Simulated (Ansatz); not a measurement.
# ClFGaHS: rotation by 180° about the Ga2–S3 bond, part 2 of 2

Aim: the minimum-energy path and barrier of the rotation by 180° about the Ga2–S3 bond. The ends are relaxed first, then joined by a nudged elastic band. SMILES of the start: [F][Ga]([SH])[Cl].

Ansatz 0.2.0; RKS B3LYP-D4/def2-SVP.

## 7. Another band, settings changed

crystal.atoms is end A as relaxed above, and neb.final_atoms is end B, turned to lie on A. With 6 inner images the band has 8 in all.

input.yaml reads:

```yaml
crystal:
  periodic: [false, false, false]
  atoms:
    - { symbol: F, position_ang: [-0.252582, -1.465399, 1.135078] }
    - { symbol: Ga, position_ang: [-0.435069, -0.266774, -0.128664] }
    - { symbol: S, position_ang: [1.092498, 1.28466, -0.361485] }
    - { symbol: Cl, position_ang: [-2.170461, -0.428394, -1.365433] }
    - { symbol: H, position_ang: [1.815414, 0.802106, 0.679104] }
basis:
  gaussian: { orbitals: def2-SVP }
hamiltonian:
  xc: b3lyp
  dispersion: d4
neb:
  order_check: false
  images: 6
  f_tol: 0.05
  max_iterations: 55
  initial_path: idpp
  climbing: false
  final_atoms:
    - { symbol: F, position_ang: [-0.57745917, -1.83502272, 1.21737246] }
    - { symbol: Ga, position_ang: [-0.29512625, -0.46568859, 0.16806151] }
    - { symbol: S, position_ang: [1.50186729, 0.7493919, 0.47257387] }
    - { symbol: Cl, position_ang: [-1.76485468, -0.09886401, -1.34648502] }
    - { symbol: H, position_ang: [1.18537281, 1.57638243, -0.55292283] }
```

Launch:

```sh
$ ansatz run input.yaml --threads 1 --pin off --max-ram 2048MiB --backend cpu --events-out ev --progress --plain --runs-dir out
```

Log, shortened:

```text
Warning: RAYON_NUM_THREADS=1 ignored (pool sized by the plan → 1); use --threads N
[...]
Functional definition: B3LYP
[...]
865 factors; integrals over basis functions are off by at most 3.2e-4 eV
[...]
mean field -78458.82146714 eV, -2883.3085076180 hartree, gradient 3.6e-5 eV, S^2 0.000000; 0 other end points of the search recorded, 0 dependent functions left out
[...]
reference -78458.82169182 eV, -2883.3085158750 hartree; 37, 37 occupied and 50, 50 virtual orbitals, 865 factors
865 factors; integrals over basis functions are off by at most 3.2e-4 eV
[...]
mean field -78458.81537405 eV, -2883.3082837011 hartree, gradient 2.5e-5 eV, S^2 0.000000; 0 other end points of the search recorded, 0 dependent functions left out
[...]
reference -78458.81559772 eV, -2883.3082919207 hartree; 37, 37 occupied and 50, 50 virtual orbitals, 865 factors
[...]
NEB iter   1: max|band force component| = 1.364e0 eV/Å  barrier→ = 0.3110 eV  barrier← = 0.3067 eV  Δτ_max = 0.2000 Å  (208 SCF iters)
[...]
NEB iter   3: max|band force component| = 1.061e-1 eV/Å  barrier→ = 0.2096 eV  barrier← = 0.2052 eV  Δτ_max = 0.0101 Å  (176 SCF iters)
[...]
NEB iter   4: max|band force component| = 4.248e-2 eV/Å  barrier→ = 0.2092 eV  barrier← = 0.2049 eV  Δτ_max = 0.0000 Å  (306 SCF iters)
Total energy: -78458.83345123 eV, -2883.3089480254 hartree
Atom 0 at    -0.158540    -2.017041     0.637695 Å, force    -0.004423    -0.010954    -0.029871 eV/Å
Atom 1 at    -0.287390    -0.447058    -0.125993 Å, force    -0.014017    -0.038050     0.031719 eV/Å
Atom 2 at     1.532769     0.755061    -0.487643 Å, force     0.045167    -0.029108    -0.007954 eV/Å
Atom 3 at    -2.292314     0.096066    -0.647317 Å, force     0.012239     0.021314     0.012619 eV/Å
Atom 4 at     1.255275     1.539172     0.581857 Å, force    -0.038965     0.056798    -0.006512 eV/Å
Dipole moment:     0.146939     0.374587     0.035013 e Å
this run last wrote the band of iteration 4 to <dir>
```

Run time: 1.9 min. Hardware: 1 thread of Arm Neoverse V1, shared host; peak memory 0.19 GiB.

## 8. Images and barrier

The 6 inner images lie between the fixed ends 0 and 7. Energy is taken from image 0, and the path length is the program's own coordinate along the band.

| image | path (Å) | energy (eV) | dihedral Cl4–Ga2–S3–H5 (°) | band force (eV/Å) |
| --- | --- | --- | --- | --- |
| 0 | 0.000 | 0.0000 | 180 | - |
| 1 | 0.410 | 0.0429 | 154 | 0.025 |
| 2 | 0.819 | 0.1332 | 129 | 0.036 |
| 3 | 1.228 | 0.2045 | 104 | 0.032 |
| 4 | 1.638 | 0.2092 | 79 | 0.030 |
| 5 | 2.047 | 0.1423 | 53 | 0.042 |
| 6 | 2.457 | 0.0491 | 27 | 0.040 |
| 7 | 2.866 | 0.0043 | 0 | - |

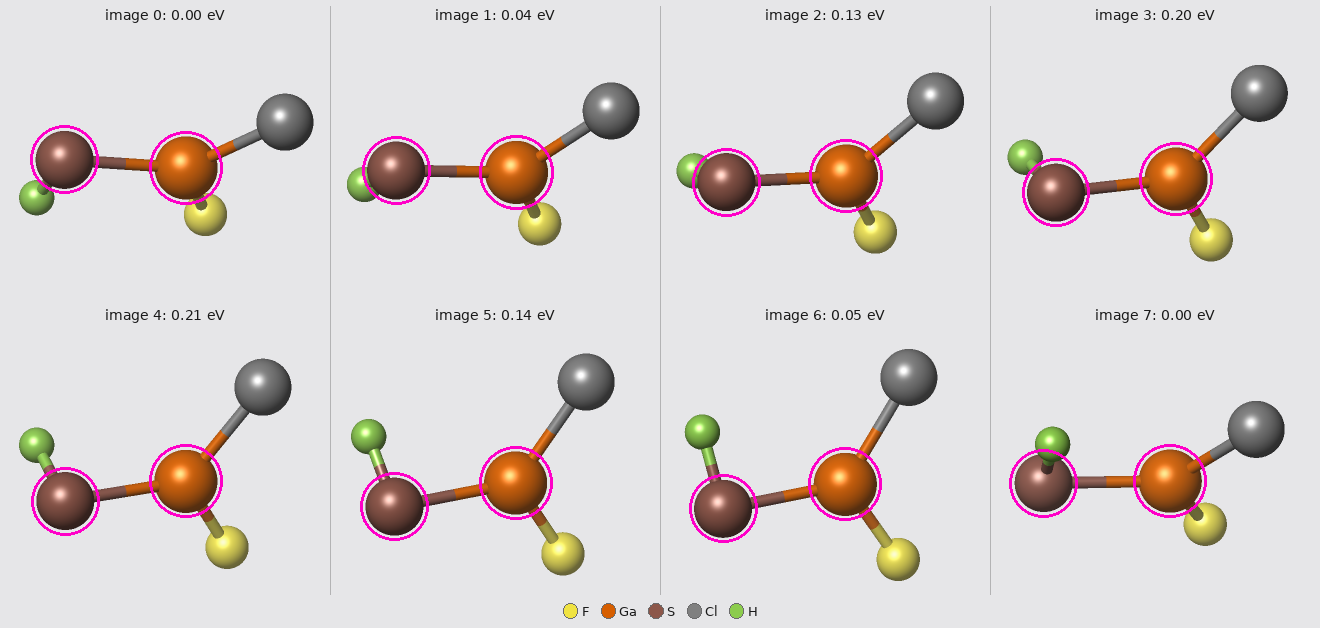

Snapshots along the band, viewed from a free direction. Ringed: Ga2, S3. Sticks join atoms closer than a bonding distance in each image.

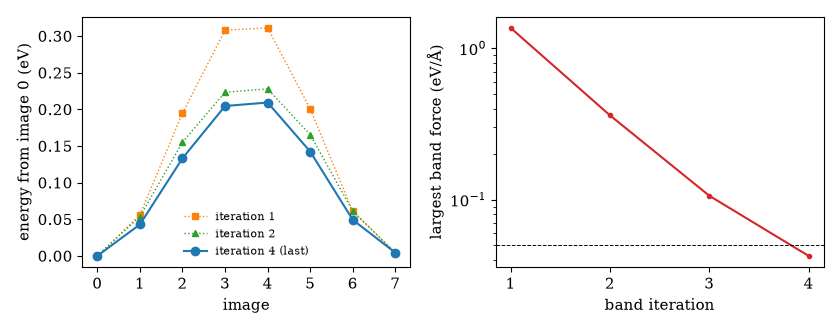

Left: energy of each image for early iterations and the last one (lines only join the points; early values far above the last band run off the scale). Right: the largest band force by iteration, with the threshold dashed.

## 9. Another band, settings changed

crystal.atoms is end A as relaxed above, and neb.final_atoms is end B, turned to lie on A. With 5 inner images the band has 7 in all.

Edit input.yaml of step 7 so:

```diff
@@ -15,7 +15,8 @@
   order_check: false
-  images: 6
+  images: 5
   f_tol: 0.05
-  max_iterations: 55
+  max_iterations: 60
   initial_path: idpp
-  climbing: false
+  max_displacement: 0.02
+  optimiser: lbfgs
   final_atoms:
```

Launch:

```sh
$ ansatz run input.yaml --threads 1 --pin off --max-ram 2048MiB --backend cpu --events-out ev --progress --plain --runs-dir out
```

Log, shortened:

```text
Warning: RAYON_NUM_THREADS=1 ignored (pool sized by the plan → 1); use --threads N
[...]
[... 1 set-up line as earlier in the session ...]
[...]
865 factors; integrals over basis functions are off by at most 3.2e-4 eV
[...]
mean field -78458.82146714 eV, -2883.3085076180 hartree, gradient 3.6e-5 eV, S^2 0.000000; 0 other end points of the search recorded, 0 dependent functions left out
[...]
reference -78458.82169182 eV, -2883.3085158750 hartree; 37, 37 occupied and 50, 50 virtual orbitals, 865 factors
865 factors; integrals over basis functions are off by at most 3.2e-4 eV
[...]
mean field -78458.81537405 eV, -2883.3082837011 hartree, gradient 2.5e-5 eV, S^2 0.000000; 0 other end points of the search recorded, 0 dependent functions left out
[...]
reference -78458.81559772 eV, -2883.3082919207 hartree; 37, 37 occupied and 50, 50 virtual orbitals, 865 factors
[...]
NEB iter  24: max|band force component| = 5.951e-2 eV/Å  barrier→ = 0.2173 eV  barrier← = 0.2130 eV  CI = image 3  Δτ_max = 0.0200 Å  (30 SCF iters)
[...]
NEB iter  25: max|band force component| = 3.873e-2 eV/Å  barrier→ = 0.2167 eV  barrier← = 0.2124 eV  CI = image 3  Δτ_max = 0.0000 Å  (285 SCF iters)
Total energy: -78458.82593271 eV, -2883.3086717247 hartree
Atom 0 at    -0.180503    -1.962395     0.699810 Å, force     0.002132     0.001301     0.000209 eV/Å
Atom 1 at    -0.300999    -0.431112    -0.139611 Å, force     0.001399     0.001158     0.002414 eV/Å
Atom 2 at     1.502918     0.798882    -0.507180 Å, force     0.001427    -0.001609    -0.004153 eV/Å
Atom 3 at    -2.290307     0.062977    -0.758326 Å, force    -0.000667     0.001613    -0.000892 eV/Å
Atom 4 at     1.318691     1.457846     0.663906 Å, force    -0.004291    -0.002463     0.002422 eV/Å
Dipole moment:     0.159335     0.349438     0.047571 e Å
this run last wrote the band of iteration 25 to <dir>; this run last wrote the band within `neb.f_tol` of iteration 23 to <dir>
```

Run time: 7.3 min. Hardware: 1 thread of Arm Neoverse V1, shared host; peak memory 0.19 GiB.

## 10. What the band shows

The 5 inner images lie between the fixed ends 0 and 6. Energy is taken from image 0, and the path length is the program's own coordinate along the band.

| image | path (Å) | energy (eV) | dihedral Cl4–Ga2–S3–H5 (°) | band force (eV/Å) |
| --- | --- | --- | --- | --- |
| 0 | 0.000 | 0.0000 | 180 | - |
| 1 | 0.483 | 0.0579 | 150 | 0.014 |
| 2 | 0.967 | 0.1655 | 120 | 0.039 |
| 3* | 1.453 | 0.2167 | 90 | 0.005 |
| 4 | 1.921 | 0.1680 | 61 | 0.029 |
| 5 | 2.390 | 0.0616 | 31 | 0.006 |
| 6 | 2.859 | 0.0043 | 0 | - |

The star marks the climbing image.

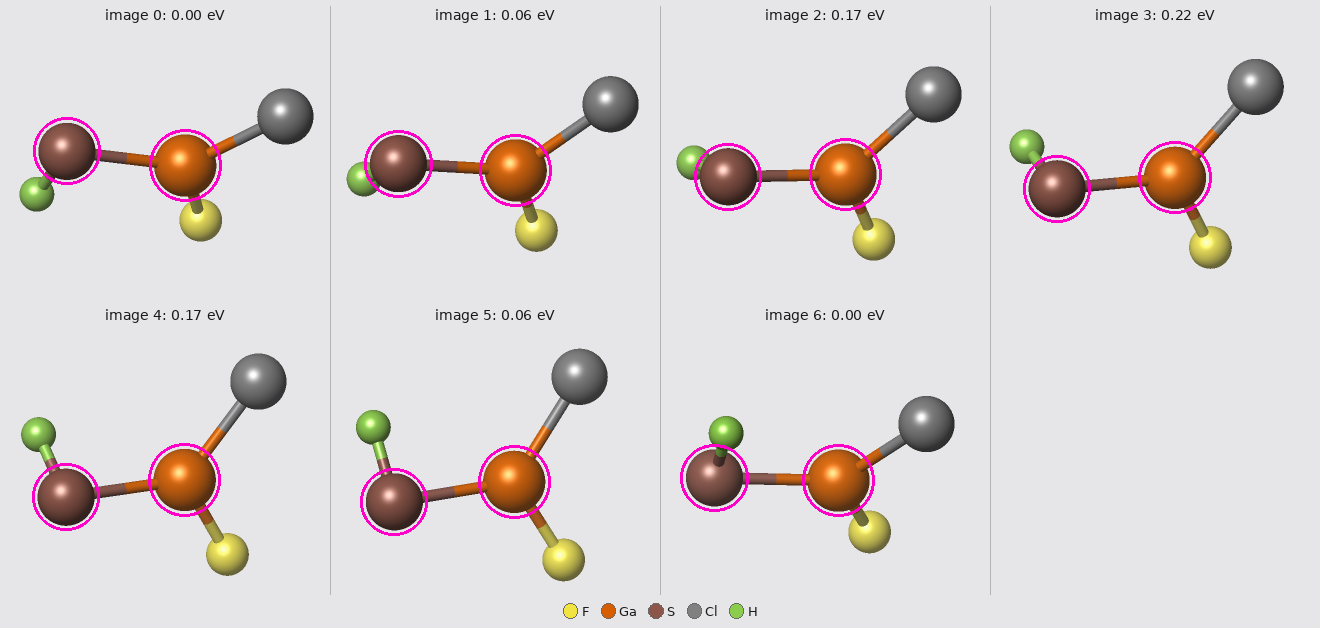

The images of the last band, seen from a free direction. Ringed: Ga2, S3. Sticks join atoms closer than a bonding distance in each image.

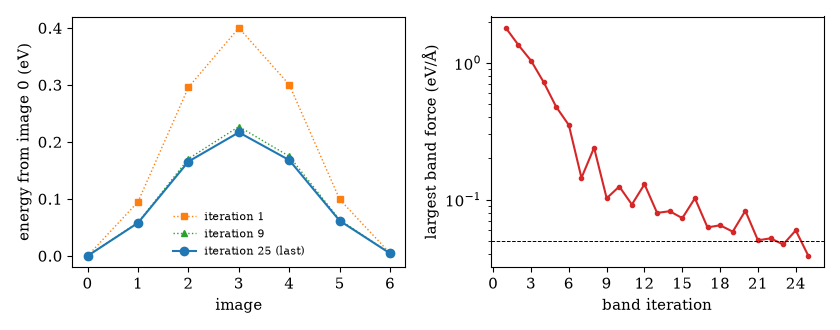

Left: energy of each image for early iterations and the last one (lines only join the points; early values far above the last band run off the scale). Right: the largest band force by iteration, with the threshold dashed.

## 11. Summary of results

The summary covers parts 1 to 2.

```
                                quantity                                                                    value
                                   end A                                                10 moves, 27.641 eV lower
                                   end B                                                 9 moves, 27.726 eV lower
            first band: barrier forwards                                                                 0.217 eV
           first band: barrier backwards                                                                 0.212 eV
first band: second end relative to first                                                                +0.004 eV
               first band: highest image                                                    3 of 0 to 6, climbing
             first band: band iterations                                                                        5
              imaginary modes at the top                                                                254i cm⁻¹
                             second band  top 0.209 eV above image 0, 4 iterations, 6 inner images, none climbing
             time, first and second band                                                      1.9 min and 1.9 min
                              third band                top 0.217 eV above image 0, 25 iterations, 5 inner images
              time, first and third band                                                      1.9 min and 7.3 min
```

What this shows: In the first band: the top lies 0.22 eV above the first end, or 8 kT at room temperature; with a typical attempt rate of 10^13 per second that is roughly 10^9 events a second. The two ends lie within 5 meV of each other. The listed dihedral goes from 180° at end A through 90° at the highest image to 0° at end B. One imaginary mode, as a first-order saddle point has. The second band's top lies 8 meV below the first's, as a band that doesn't climb stops under the top. The third band's top agrees with the first's to 1 meV, so the changed settings hardly move the height. Zero-point energy and entropy are left out.
